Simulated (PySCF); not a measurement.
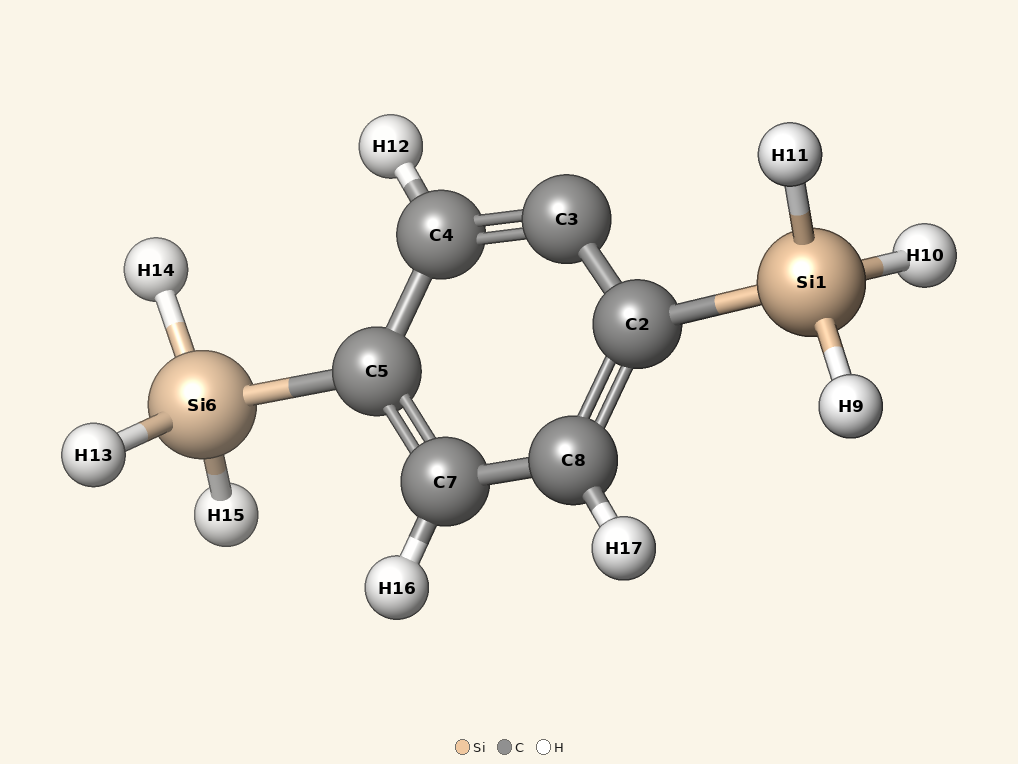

State: neutral, doublet. The geometry was computed by an optimisation with GFN2-xTB. No frequency run is at hand to confirm it as a minimum. Method: UKS B3LYP, pcH-1 on C H Si, non-relativistic (PySCF 2.14.0). Fermi-contact and spin-dipolar terms alone, no spin-orbit part.

Question: Which nucleus has the largest dipolar (anisotropic) hyperfine coupling?

Answer: 13C at C3: principal values −77.1, −61.1, 138.2 MHz.

List the isotropic and dipolar parts for the most strongly coupled nuclei, one of each equivalent set. Atoms whose distances differ by more than 0.02 Å in this geometry are listed apart.

| atom | isotope | a_iso (MHz) | dipolar part (MHz) |
| --- | --- | --- | --- |
| C3 | 13C | 382.8 | −77.1, −61.1, 138.2 |
| C4 | 13C | 17.9 | −13.9, −2.9, 16.8 |
| C2 | 13C | 35.2 | −13.1, −1.4, 14.5 |
| H12 | 1H | 49.6 | −6.8, −5.6, 12.4 |
| C8 | 13C | 50.7 | −6.9, −3.3, 10.2 |
| C5 | 13C | 38.3 | −6.9, −3.1, 10.0 |
| Si1 | 29Si | −45.0 | −7.8, 3.7, 4.1 |
| C7 | 13C | −7.1 | −6.2, 2.3, 3.9 |

The geometry is semi-empirical. Around Si such bond lengths and angles can be off by a tenth of an ångström or more and by several degrees, and values that hang on the shape move with them.
